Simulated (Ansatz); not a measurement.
# Zr13Mo3 (Mo on 19 % of the Zr sites, one arrangement): core-level shifts, part 2 of 3

Wanted: how composition and neighbours shift and broaden the core lines of Zr13Mo3 (Mo on 19 % of the Zr sites, one arrangement).

Ansatz 0.2.0; DFT, PBE, plane-wave PAW, default files, scalar-relativistic.

So far: The starting structure; Relaxation.

### 3. Valence states

First the ground state, then the DOS by atom and shell, which the cross sections turn into spectra.

input.yaml reads:

```yaml
crystal:
  lattice:
    - [-4.7433124929, 2.7385527446, 5.0614913495]
    - [-4.7433124929, 2.7385527446, -5.0614913495]
    - [-3.1622083286, -5.4771054892, -5.0614913495]
  atoms:
    - { symbol: Zr, position: [0.5488942045, 0.8980670895, 0.6827640233] }
    - { symbol: Mo, position: [0.0802322688, 0.3566014942, 0.6930635051] }
    - { symbol: Mo, position: [0.2017397053, 0.7766285167, 0.4356051369] }
    - { symbol: Zr, position: [0.7079482778, 0.2558312113, 0.4554508563] }
    - { symbol: Zr, position: [0.8456498404, 0.6272954305, 0.2201668112] }
    - { symbol: Zr, position: [0.3225681722, 0.1506987837, 0.1645293075] }
    - { symbol: Zr, position: [0.4261770247, 0.528169775, -0.0899020846] }
    - { symbol: Zr, position: [-0.0284764356, -0.0102551064, -0.0416719315] }
    - { symbol: Zr, position: [0.9134669328, 0.8017812243, 0.5681291918] }
    - { symbol: Zr, position: [0.3560230836, 0.3579297261, 0.5592569304] }
    - { symbol: Zr, position: [0.4914598586, 0.7108503848, 0.3017742756] }
    - { symbol: Zr, position: [1.0253973776, 0.1812881017, 0.3271055116] }
    - { symbol: Zr, position: [0.1324544819, 0.5605813848, 0.0672114239] }
    - { symbol: Zr, position: [0.6236856025, 0.0682194539, 0.0459951409] }
    - { symbol: Zr, position: [0.7738180352, 0.4404339801, 0.8026325402] }
    - { symbol: Mo, position: [0.2456282361, 0.9625452162, 0.8078893614] }
kpoints:
  mp_grid: { grid: [4, 4, 4] }
scf:
  occupations: { method: fermi_dirac, width: 0.08 }
  n_extra_bands: 18
hamiltonian:
  xc: pbe
  pseudopotentials: { kind: paw }
output:
  forces: true
  stress: true
  dos:
    projected: true
    de: 0.05
    e_range: [-30, 12]
    method: { smearing: { sigma: 0.1, scheme: gaussian } }
```

Command:

```sh
$ ansatz run input.yaml --threads 4 --pin off --max-ram 14336MiB --backend cpu --events-out ev --progress --plain --runs-dir out
```

Numbers of over 12 decimals in the logs are rounded to 6 here.

Output:

```text
[...]
Crystal: 16 atoms, lattice volume = 350.655 Å³
Basis set: ecut = 420 eV, 6843 PW (Γ), exchange–correlation on 100×100×120 points (8 copies of the dense FFT grid, shifted against one another)
Bands: 117, of which v1, the nominal top of the filled ones, is band 99 counted from 1 (98 counted from 0)
Symmetry: 1 space group operations
[...]
k-points: 36 of 64 (time reversal used)
[...]
SCF iter   1: F=—  HF=-69256.573877 eV  |F-HF|=—  |Δ(HF+E_count)|=         —  Δρ=5.09e-3  dr2=1.35e-1  ethr=1.77e-3  ⟨swp⟩=6.4  Hψ=14981  notcnv=0
[...]
SCF iter   7: F=-69256.575074 eV  HF=-69256.575074 eV  |F-HF|=3.81e-9  |Δ(HF+E_count)|=   2.56e-9  Δρ=1.59e-6  dr2=1.10e-8  ethr=5.05e-11  ⟨swp⟩=5.4  Hψ=12889  notcnv=0
SCF 1 converged in 7 iterations: F = -69256.575074 eV  dr2 = 1.10e-8
[...]
SCF converged after 7 iterations
Free energy (F): -69256.575074 eV
[...]
Internal energy: -69256.118024 eV  (E = F + TS)
E sigma→0 (E₀):  -69256.346549 eV
Entropy (-TS):   -0.457050 eV (-28.566 meV/atom)
Fermi energy:    14.592585 eV
[...]
--- Forces (eV/Å), atoms counted from 1 ---
  atom   1  Zr     0.00122341     0.00107579     0.00672985
  atom   2  Mo    -0.00049846    -0.03666379    -0.00855758
  atom   3  Mo    -0.00020562    -0.01459475     0.00398469
  atom   4  Zr     0.00701818     0.00596464     0.00992876
  atom   5  Zr    -0.01293165    -0.00078240     0.01001348
  atom   6  Zr    -0.00762069     0.00301218     0.01892983
  atom   7  Zr    -0.01354788     0.00151320     0.01193902
  atom   8  Zr     0.00847243     0.00518155    -0.00507152
  atom   9  Zr     0.00316188    -0.01004090    -0.01011563
  atom  10  Zr    -0.02733449    -0.00068979     0.02378927
  atom  11  Zr     0.01985997    -0.00574319     0.00723810
  atom  12  Zr     0.00552883     0.00393661    -0.02518905
  atom  13  Zr    -0.01435261    -0.00430014     0.00655768
  atom  14  Zr     0.01487288     0.01056826    -0.02711890
  atom  15  Zr     0.01047494     0.01994962    -0.01941120
  atom  16  Mo     0.00588105     0.02160930    -0.00364159
  max |Σ_I F_I| component: 5.20e-6 eV/Å
--- Stress (GPa, compression-positive) ---
       -4.232419      -3.859406      -0.401503
       -3.859406       0.296930      -0.733601
       -0.401503      -0.733601      -1.340196
  P = ⅓ Tr σ = -1.7586 GPa (-17.586 kbar)
--- Band table (eV; the first three rows and the last of 36) ---
  k-point 0: bands = [... 95 lower, 14.0390, 14.1561, 14.2494, 14.3275, 14.3717, 14.4952, 14.7780, 14.8752, ... 14 higher]
  k-point 1: bands = [... 95 lower, 14.1630, 14.2375, 14.2704, 14.3805, 14.4381, 14.5114, 14.5675, 14.9311, ... 14 higher]
  k-point 2: bands = [... 95 lower, 13.9988, 14.1787, 14.1799, 14.3184, 14.4232, 14.5777, 14.6855, 14.9186, ... 14 higher]
  k-point 35: bands = [... 95 lower, 14.3001, 14.3421, 14.4403, 14.5493, 14.6192, 14.7980, 14.9007, 14.9600, ... 14 higher]
```

Wall time 57 s (4 threads of Arm Neoverse V1, shared host); peak memory 1.8 GiB.

In the SCF lines HF is the Harris–Foulkes energy and dr2 the Hartree energy of the density residual, in eV; the loop may stop once dr2 is under the threshold and the program's other checks hold. Hψ counts applications of the Hamiltonian.

Numbers from this step:

- smearing term TS: 0.4570 eV
- pressure: -1.759 GPa
- zero of energy: Fermi level
- share of occupied states in no projected shell: 0.0066 of the occupied states in the window
- DOS at the Fermi level: 21.19 states/eV/cell

The DOS has structure finer than the step of the table below, so its rows give means over 2.5 eV, whole bins alone (the curve runs from -28.9 to 1.43 eV). Peaks (eV: height): total -26.38: 98.6, -1.48: 25.5; Zr 4d -0.17: 17.1; Mo 4d -2.38: 5.47, -1.48: 8.08; Zr 5s -4.38: 2.15, -3.58: 3.01, -2.67: 4.06, 0.33: 1.56; Zr 5p* 0.42: 1.23, 1.23: 0.935.

* holds the states left over by the projection beside any projected weight of its own, shared among the starred shells. DOS against E, zero at the Fermi level; means over each step; 7 of 8 lines; values in states/eV/cell:

| E (eV) | total | Zr 4d | Mo 4d | Zr 5s | Zr 5p* | Mo 5s | Mo 5p* |
| --- | --- | --- | --- | --- | --- | --- | --- |
| -27.5 | 22.6 | 0.212 | 0.0502 | 0.150 | 0 | 0.0425 | 0.0113 |
| -25.0 | 8.59 | 0.0374 | 0.00903 | 0.0123 | 0 | 0.00292 | 0.00259 |
| -22.5 | 0 | 0 | 0 | 0 | 0 | 0 | 0 |
| -20.0 | 0 | 0 | 0 | 0 | 0 | 0 | 0 |
| -17.5 | 0 | 0 | 0 | 0 | 0 | 0 | 0 |
| -15.0 | 0 | 0 | 0 | 0 | 0 | 0 | 0 |
| -12.5 | 0 | 0 | 0 | 0 | 0 | 0 | 0 |
| -10.0 | 0 | 0 | 0 | 0 | 0 | 0 | 0 |
| -7.5 | 0 | 0 | 0 | 0 | 0 | 0 | 0 |
| -5.0 | 1.09 | 0.0449 | 0.0103 | 0.801 | 0.0253 | 0.206 | 0.00351 |
| -2.5 | 15.8 | 8.41 | 4.01 | 2.54 | 0.284 | 0.537 | 0.0535 |
| 0.0 | 20.2 | 14.5 | 3.45 | 1.01 | 0.872 | 0.209 | 0.183 |

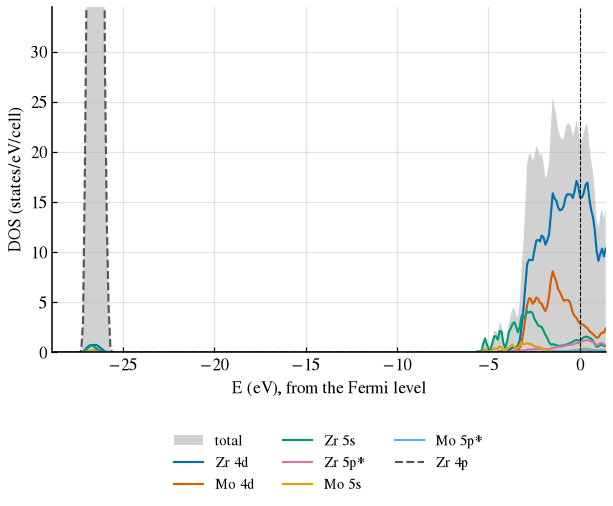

DOS, plotted against E. The peaks of deep states run off the scale.

Sums over each group's atoms; a table of it gives point samples, which can step over narrow peaks. The DOS of the group by E, zero at the Fermi level; values in states/eV:

| E (eV) | Zr: Zr 4d | Mo: Mo 4d | Zr: Zr 5s | Mo: Mo 5s | Zr: Zr 4p |
| --- | --- | --- | --- | --- | --- |
| -7.5 | 0 | 0 | 0 | 0 | 0 |
| -5.0 | 0.00470 | 0.00100 | 0.565 | 0.129 | 0 |
| -2.5 | 10.1 | 5.20 | 3.48 | 0.654 | 0 |
| 0.0 | 16.0 | 2.93 | 1.22 | 0.244 | 0 |

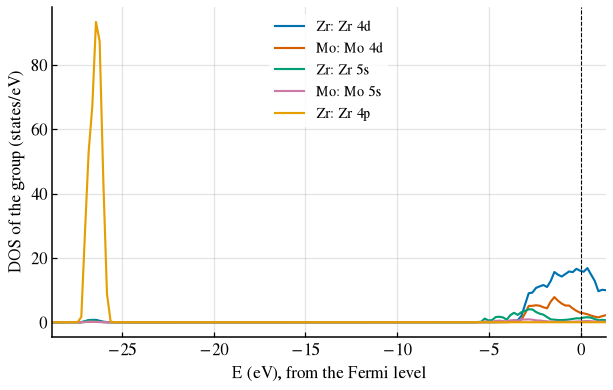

DOS of the group, plotted against E.

Simulated valence spectra by photon energy, shown to 13 eV, since a deeper line would dwarf them at some energies; the 100 % can be that line's tail at the edge; this run's widths, added to any smearing of the DOS itself: Gaussian 0.2 eV, Lorentzian 0.05 eV plus 0.08 an eV of depth. The intensity by binding energy, zero at the Fermi level; values in % of the maximum within 13 eV:

| binding energy (eV) | 21.2 eV | 60 eV | 1486.7 eV | 5414.7 eV |
| --- | --- | --- | --- | --- |
| -1 | 1.31 | 1.51 | 1.90 | 3.31 |
| 0 | 50.3 | 41.3 | 47.4 | 49.6 |
| 1 | 94.5 | 90.0 | 92.7 | 91.9 |
| 2 | 73.3 | 72.9 | 75.4 | 88.5 |
| 3 | 38.7 | 43.0 | 45.1 | 72.2 |
| 4 | 3.36 | 5.38 | 7.11 | 22.7 |
| 5 | 0.988 | 2.27 | 3.38 | 12.2 |
| 6 | 0.475 | 1.07 | 1.75 | 5.01 |
| 7 | 0.292 | 0.859 | 1.54 | 4.38 |
| 8 | 0.200 | 0.806 | 1.55 | 4.51 |
| 9 | 0.145 | 0.814 | 1.64 | 4.85 |
| 10 | 0.111 | 0.857 | 1.78 | 5.35 |
| 11 | 0.0874 | 0.929 | 1.97 | 5.98 |
| 12 | - | 1.03 | 2.22 | 6.78 |

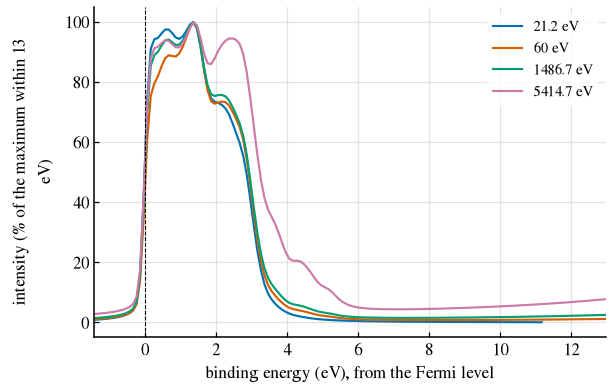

Intensity, plotted against binding energy.

Maxima picked by a test of local sharpness, so broad peaks and shoulders can be missing; peaks within 0.45 eV of a curve's cut are left out. Valence peaks, by row:

| photon energy (eV) | binding energy (eV) | height (% of the maximum within 13 eV) | main shell | its share (%) |
| --- | --- | --- | --- | --- |
| 21.2 | 1.35 | 100 | Zr 4d | 70.02 |
| 21.2 | 0.65 | 97.65 | Zr 4d | 76.77 |
| 60 | 26.45 | 159.1 | Zr 4p | 99.38 |
| 60 | 2.2 | 73.52 | Mo 4d | 54.12 |
| 60 | 1.4 | 100 | Mo 4d | 57.14 |
| 60 | 0.7 | 88.91 | Zr 4d | 49.67 |
| 1487 | 26.45 | 356 | Zr 4p | 99.67 |
| 1487 | 2.15 | 75.73 | Zr 4d | 55.62 |
| 1487 | 1.4 | 100 | Zr 4d | 56.76 |
| 1487 | 0.65 | 94.23 | Zr 4d | 64.86 |
| 5415 | 26.45 | 1108 | Zr 4p | 99.81 |
| 5415 | 2.45 | 94.54 | Zr 4d | 34.23 |
| 5415 | 1.4 | 100 | Zr 4d | 48.7 |
| 5415 | 0.6 | 94 | Zr 4d | 56.07 |

Shapes are the site's partial DOS without matrix elements, which overweights lines from ligand s bands. The intensity by emission energy less the core level's binding energy, zero at the Fermi level; read off at these points; values in % of the unpolarised maximum:

| emission energy less the core level's binding energy (eV) | Zr L-beta2 | Mo L-beta2 |
| --- | --- | --- |
| -28.0 | 0.893 | 0.638 |
| -26.0 | 1.23 | 0.851 |
| -24.0 | 0.630 | 0.529 |
| -22.0 | 0.441 | 0.438 |
| -20.0 | 0.425 | 0.463 |
| -18.0 | 0.479 | 0.548 |
| -16.0 | 0.588 | 0.690 |
| -14.0 | 0.770 | 0.919 |
| -12.0 | 1.08 | 1.30 |
| -10.0 | 1.64 | 2.00 |
| -8.0 | 2.83 | 3.48 |
| -6.0 | 6.12 | 7.62 |
| -4.0 | 22.3 | 27.4 |
| -2.0 | 86.1 | 93.6 |
| -1.5 | 96.6 | 99.9 |
| -1.1 | 99.9 | 97.1 |
| 0.0 | 68.0 | 56.5 |

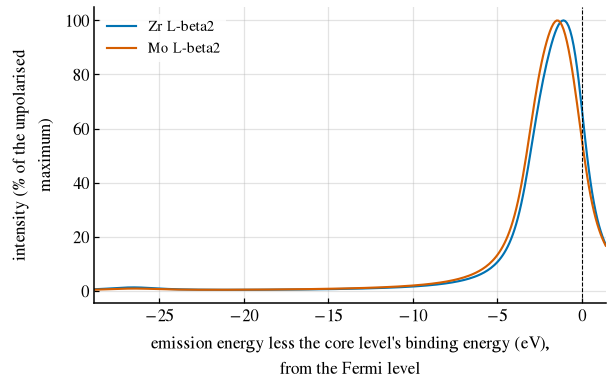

Intensity, plotted against emission energy less the core level's binding energy.

The spectra weight each projected shell by its atomic cross section (Dirac–Hartree–Slater) and angular factor, for linear light with the analyser at 54.7° from the polarisation. Broadening, on top of any smearing of the DOS itself: a Gaussian of 0.2 eV and a Lorentzian of 0.05 eV plus 0.08 times the binding energy (full widths), Fermi edge at 77 K. Curves are cut 10 eV under the photon energy, above any shell that the free atom's threshold puts out of reach, or at the lower edge of the window: 11.2 eV at 21.2 eV, 28.9 eV at 60 eV, 28.9 eV at 1486.7 eV and 28.9 eV at 5414.7 eV. A star in tables and legends marks shells that hold the states left over by the projection (0.7 % of the filled ones), a stand-in for orbitals that the files don't project on. Dipole terms alone, which is rough above 3 keV; no background, satellites or final-state effects.

How the area divides among the shells (%):

| shell | 21.2 eV | 60 eV | 1486.7 eV | 5414.7 eV |
| --- | --- | --- | --- | --- |
| Zr 5s | 0.1 | 1.3 | 1.1 | 2.2 |
| Zr 4p | 0.0 | 65.9 | 80.5 | 91.3 |
| Zr 4d | 73.4 | 15.2 | 11.4 | 3.6 |
| Mo 4d | 26.4 | 17.4 | 6.7 | 2.3 |

Cross sections used, in Mb an electron:

| shell | 21.2 eV | 60 eV | 1486.7 eV | 5414.7 eV |
| --- | --- | --- | --- | --- |
| Zr 5s | 0.033 | 0.028 | 2.2e-4 | 1.8e-5 |
| Zr 4p | - | 0.21 | 0.0024 | 1.1e-4 |
| Zr 4d | 5.5 | 0.081 | 5.6e-4 | 6.9e-6 |
| Mo 4d | 5.0 | 0.24 | 8.4e-4 | 1.1e-5 |

The largest force component on a free atom is 0.037 eV/Å, a little over the usual target of 0.03 eV/Å. At the Fermi level the DOS is 21.19 states/eV a cell, and on the broadened curves Zr 4d holds 74 % of the total there.

(Part 2 of 3 ends here.)

[Logs are printed without paths, hosts, clocks, repeated set-up lines and the standing remarks that a program may print on its own settings, such as how far it seeks lower states.]

[Hosts, paths, dates, database ids (printed as entryN), source tags and the programs' standing remarks are cut or masked in the printed files.]

[Maps of the electrostatic potential energy from Ansatz leave out the sawtooth potential of an applied field or a dipole correction, so their vacuum need not be flat; work functions include it.]
